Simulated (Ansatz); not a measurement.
Start from CsPbBr$_{3}$ in the cubic perovskite structure (space group Pm-3m, No. 221; a = 5.872 Å). Axes: x, y, z lie along the cube axes.

It is then changed as follows: uniaxial strain ε_zz = +2.40 %, all other strain components held at zero; the atoms relax in the strained cell.

Level of theory: DFT with PBEsol, PAW potentials and a 420 eV plane-wave cutoff in Ansatz (a program for electronic structure), spin-orbit coupling left out.

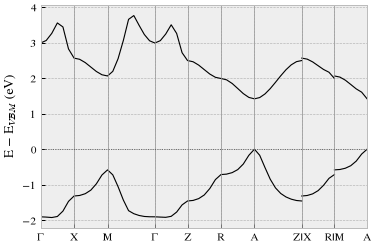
Highest valence and lowest conduction band along the path of the changed cell's own zone

The gap is 1.42 eV, direct at A; the base has 1.43 eV.

With Pb present, leaving out spin-orbit coupling can change the band edges. No phonon test of stability was made. Many cubic perovskites are stable only at high temperature; tilts and polar distortions were not tested. This is not the structure that CsPbBr3 has at room temperature and ambient pressure. k-point labels follow each cell's own Brillouin zone.
